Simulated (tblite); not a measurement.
Geometry relaxation of C₇H₁₂F₂O (part 2 of 2)

Continued. System: C₇H₁₂F₂O, SMILES CC(C)(C)[C@H](F)CC(=O)F. Method: GFN2-xTB geometry optimisation, gas phase (tblite 0.8.0). 

Geometry of the input (Å):
```
C  -1.3750  -1.2143  -0.3392
C  -0.7855  0.2081  -0.3603
C  -0.9108  0.8216  1.0528
C  -1.5829  1.0725  -1.3554
C  0.7019  0.1775  -0.7957
F  0.7393  -0.3185  -2.0810
C  1.6290  -0.6842  0.0296
C  3.0453  -0.3967  -0.3687
O  3.6281  0.6506  -0.1703
F  3.7185  -1.3747  -0.9875
H  -1.2838  -1.6970  -1.3176
H  -0.9017  -1.8540  0.4080
H  -2.4567  -1.1809  -0.0835
H  -1.9704  0.9429  1.3215
H  -0.4571  1.8246  1.0913
H  -0.4584  0.2040  1.8331
H  -2.6374  1.1275  -1.0576
H  -1.1929  2.0826  -1.3877
H  -1.5379  0.6523  -2.3537
H  1.0878  1.2086  -0.8520
H  1.4413  -1.7451  -0.1394
H  1.5491  -0.4880  1.1068
```

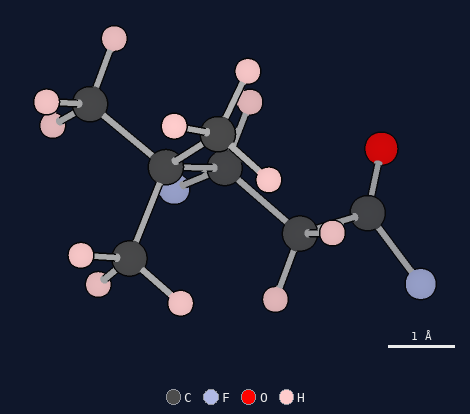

The geometry at step 92 of the log (ball-and-stick view, seen at a tilt).

Trajectory as extended XYZ, continued:
```
22
Properties=species:S:1:pos:R:3:forces:R:3 step=66 energy=-943.02330
C    -1.3586   -1.2136   -0.3413    0.0060   0.0110   0.0080
C    -0.8026    0.2130   -0.3393    0.0340  -0.0130   0.0140
C    -0.8927    0.8168    1.0640    0.0020  -0.0130  -0.0030
C    -1.6078    1.0842   -1.3091    0.0130  -0.0060   0.0100
C     0.6645    0.2195   -0.8192    0.0230  -0.0060  -0.0110
F     0.7072   -0.1686   -2.1474   -0.0170  -0.0030  -0.0040
C     1.6156   -0.7148   -0.0667   -0.0030  -0.0010  -0.0130
C     3.0416   -0.3776   -0.3772    0.0050   0.0640   0.0350
O     3.5275    0.6495   -0.6918   -0.0430  -0.1340   0.0310
F     3.8375   -1.4755   -0.2145   -0.0180   0.0480   0.0000
H    -1.1881   -1.6831   -1.3079   -0.0120   0.0090   0.0260
H    -0.8921   -1.8166    0.4348   -0.0020  -0.0090  -0.0310
H    -2.4292   -1.1961   -0.1522    0.0090   0.0140  -0.0160
H    -1.9381    0.9492    1.3328    0.0190   0.0000   0.0070
H    -0.4050    1.7892    1.0982   -0.0110  -0.0300   0.0110
H    -0.4380    0.1694    1.8108    0.0060   0.0260  -0.0070
H    -2.6559    1.0998   -1.0227   -0.0030  -0.0090   0.0060
H    -1.2319    2.1045   -1.3004   -0.0070   0.0150  -0.0180
H    -1.5297    0.6957   -2.3206   -0.0170   0.0060  -0.0130
H     1.0663    1.2411   -0.7982   -0.0310   0.0180  -0.0070
H     1.4234   -1.7512   -0.3510    0.0260   0.0040   0.0150
H     1.4758   -0.6155    1.0125    0.0210   0.0050  -0.0390
22
Properties=species:S:1:pos:R:3:forces:R:3 step=79 energy=-943.02721
C    -1.3638   -1.2074   -0.3506    0.0020  -0.0040  -0.0030
C    -0.7982    0.2145   -0.3428   -0.0050   0.0060  -0.0020
C    -0.8753    0.8062    1.0659   -0.0020   0.0050   0.0090
C    -1.6144    1.0892   -1.3014    0.0020   0.0060  -0.0010
C     0.6640    0.2196   -0.8366   -0.0060   0.0060   0.0010
F     0.6918   -0.1614   -2.1665    0.0120  -0.0250   0.0100
C     1.6127   -0.7170   -0.0857    0.0060   0.0050   0.0000
C     3.0421   -0.3770   -0.3612    0.0260   0.0060  -0.0220
O     3.5269    0.6188   -0.7608   -0.0010  -0.0140   0.0180
F     3.8502   -1.4342   -0.0454   -0.0360   0.0250   0.0040
H    -1.2094   -1.6680   -1.3231   -0.0020  -0.0060  -0.0080
H    -0.8940   -1.8243    0.4113    0.0050  -0.0120   0.0010
H    -2.4320   -1.1810   -0.1512    0.0030   0.0010   0.0010
H    -1.9175    0.9196    1.3525   -0.0070   0.0080   0.0040
H    -0.4021    1.7846    1.1055    0.0000   0.0080  -0.0210
H    -0.3994    0.1640    1.8029    0.0070  -0.0180   0.0000
H    -2.6591    1.1032   -1.0010    0.0150   0.0060   0.0030
H    -1.2398    2.1104   -1.3024   -0.0030   0.0010   0.0090
H    -1.5512    0.7006   -2.3145   -0.0120   0.0030   0.0050
H     1.0627    1.2426   -0.8148   -0.0020   0.0000  -0.0100
H     1.4352   -1.7540   -0.3782   -0.0030   0.0110   0.0020
H     1.4602   -0.6294    0.9920    0.0000  -0.0190  -0.0010
22
Properties=species:S:1:pos:R:3:forces:R:3 step=92 energy=-943.02848
C    -1.3666   -1.2079   -0.3589   -0.0020  -0.0040   0.0040
C    -0.7987    0.2133   -0.3453   -0.0010  -0.0030  -0.0050
C    -0.8668    0.8024    1.0654    0.0010  -0.0060  -0.0090
C    -1.6183    1.0949   -1.2944    0.0010   0.0040   0.0010
C     0.6613    0.2159   -0.8455    0.0010   0.0000  -0.0030
F     0.6846   -0.1834   -2.1703   -0.0050  -0.0010  -0.0030
C     1.6131   -0.7130   -0.0905   -0.0040  -0.0070   0.0000
C     3.0442   -0.3706   -0.3497   -0.0050   0.0030  -0.0030
O     3.5344    0.6089   -0.7804   -0.0020   0.0090   0.0040
F     3.8472   -1.4084    0.0340    0.0070   0.0030   0.0020
H    -1.2244   -1.6608   -1.3372    0.0000   0.0050   0.0030
H    -0.8902   -1.8337    0.3918    0.0060   0.0000   0.0020
H    -2.4324   -1.1808   -0.1473   -0.0030  -0.0020   0.0020
H    -1.9070    0.9104    1.3627    0.0100   0.0030  -0.0020
H    -0.3989    1.7840    1.0961   -0.0020  -0.0080   0.0050
H    -0.3788    0.1616    1.7963   -0.0070   0.0060  -0.0020
H    -2.6590    1.1157   -0.9816    0.0000   0.0020   0.0010
H    -1.2378    2.1137   -1.2960    0.0030   0.0040   0.0010
H    -1.5704    0.7087   -2.3091    0.0010   0.0000   0.0040
H     1.0573    1.2399   -0.8395    0.0090   0.0030  -0.0040
H     1.4438   -1.7480   -0.3943   -0.0010  -0.0150  -0.0010
H     1.4532   -0.6437    0.9871   -0.0060   0.0040   0.0050
22
Properties=species:S:1:pos:R:3:forces:R:3 step=105 energy=-943.02899
C    -1.3674   -1.2095   -0.3601    0.0000   0.0110  -0.0010
C    -0.7986    0.2116   -0.3479    0.0020   0.0060  -0.0030
C    -0.8616    0.8007    1.0628    0.0020   0.0010   0.0020
C    -1.6177    1.1000   -1.2909   -0.0030  -0.0030  -0.0010
C     0.6592    0.2071   -0.8542    0.0010  -0.0020  -0.0050
F     0.6744   -0.2037   -2.1754    0.0000  -0.0020  -0.0090
C     1.6106   -0.7176   -0.0935    0.0010  -0.0030   0.0070
C     3.0405   -0.3627   -0.3407    0.0080   0.0110  -0.0020
O     3.5239    0.6228   -0.7660   -0.0020  -0.0030   0.0040
F     3.8513   -1.3918    0.0495    0.0020   0.0010   0.0000
H    -1.2311   -1.6590   -1.3408   -0.0080   0.0000   0.0060
H    -0.8823   -1.8361    0.3848   -0.0110   0.0030  -0.0040
H    -2.4316   -1.1839   -0.1400    0.0030  -0.0020   0.0010
H    -1.9008    0.9184    1.3595    0.0000  -0.0040   0.0000
H    -0.3867    1.7787    1.0938    0.0100  -0.0020   0.0030
H    -0.3804    0.1568    1.7949   -0.0010  -0.0020   0.0030
H    -2.6566    1.1258   -0.9724   -0.0020   0.0000  -0.0030
H    -1.2313    2.1170   -1.2902   -0.0010  -0.0090  -0.0030
H    -1.5774    0.7169   -2.3070    0.0040   0.0000   0.0010
H     1.0612    1.2290   -0.8596   -0.0090   0.0010   0.0030
H     1.4507   -1.7548   -0.3952    0.0000  -0.0020  -0.0100
H     1.4411   -0.6465    0.9823    0.0020  -0.0010   0.0130
22
Properties=species:S:1:pos:R:3:forces:R:3 step=118 energy=-943.02979
C    -1.3842   -1.2065   -0.3581    0.0000  -0.0030   0.0000
C    -0.7990    0.2076   -0.3509    0.0000  -0.0030   0.0010
C    -0.8453    0.7949    1.0615    0.0000   0.0020  -0.0020
C    -1.6144    1.1016   -1.2917   -0.0010   0.0000   0.0000
C     0.6549    0.1892   -0.8681    0.0000  -0.0030   0.0020
F     0.6597   -0.2457   -2.1821   -0.0010   0.0050   0.0020
C     1.6129   -0.7216   -0.0980    0.0010  -0.0010  -0.0010
C     3.0391   -0.3357   -0.3197    0.0010   0.0030   0.0050
O     3.5079    0.6677   -0.7193    0.0000  -0.0050   0.0000
F     3.8654   -1.3555    0.0618   -0.0040   0.0070  -0.0020
H    -1.2717   -1.6540   -1.3426   -0.0030  -0.0030   0.0010
H    -0.8937   -1.8423    0.3750    0.0010   0.0000  -0.0010
H    -2.4438   -1.1699   -0.1180    0.0020   0.0020   0.0000
H    -1.8807    0.9436    1.3573    0.0010   0.0030  -0.0020
H    -0.3386    1.7567    1.0983    0.0030   0.0000  -0.0050
H    -0.3867    0.1325    1.7920   -0.0020   0.0030  -0.0020
H    -2.6530    1.1343   -0.9733   -0.0030  -0.0030   0.0020
H    -1.2218    2.1159   -1.2929    0.0030   0.0010   0.0040
H    -1.5765    0.7170   -2.3074   -0.0010   0.0020  -0.0030
H     1.0558    1.2113   -0.8957    0.0010  -0.0050   0.0070
H     1.4772   -1.7593   -0.4107   -0.0010   0.0010  -0.0020
H     1.4262   -0.6625    0.9762    0.0020  -0.0020  -0.0030
```

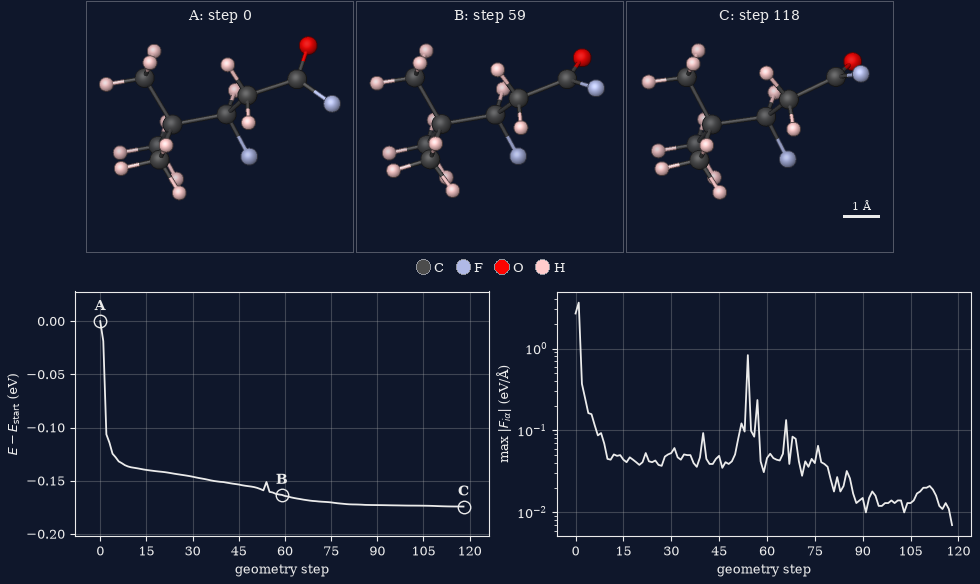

Frames of the relaxation (ball-and-stick view, seen at a tilt) above the curves, on which the letters mark them (steps are counted from 0).

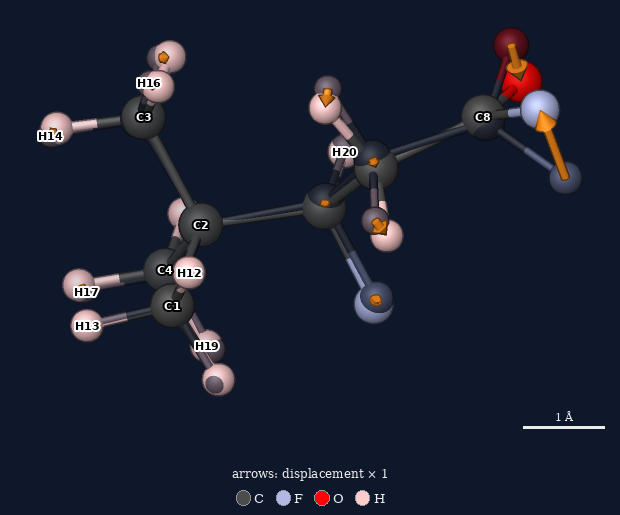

Start (faint) and end (solid) with the displacements as orange arrows, at true length (ball-and-stick view, seen at a tilt). The two geometries are laid on each other by the best rigid fit. After 118 geometry steps the energy has fallen by 0.174 eV. The largest force component goes from 2.7 to 0.007 eV/Å. The atom that moves furthest after the best rigid fit is F10 (1.06 Å). By element the largest moves are F 1.06 Å, O 0.57 Å, H 0.27 Å, C 0.13 Å. Among the contacts that change: C8–O9 1.215 → 1.177 Å, C8–F10 1.339 → 1.367 Å, C1–H13 1.112 → 1.087 Å, C5–C7 1.511 → 1.530 Å. Among the angles that change: C7–C8–F10 117.2° → 110.1°, C7–C8–O9 125.1° → 130.6°, C5–C7–C8 109.0° → 111.7°. (Atoms are counted from 1 in the order of the input.)

Summary:

- outcome: converged
- total energy: −943.0298 eV
- wall time: 0.89 s
- peak memory: 0.18 GiB
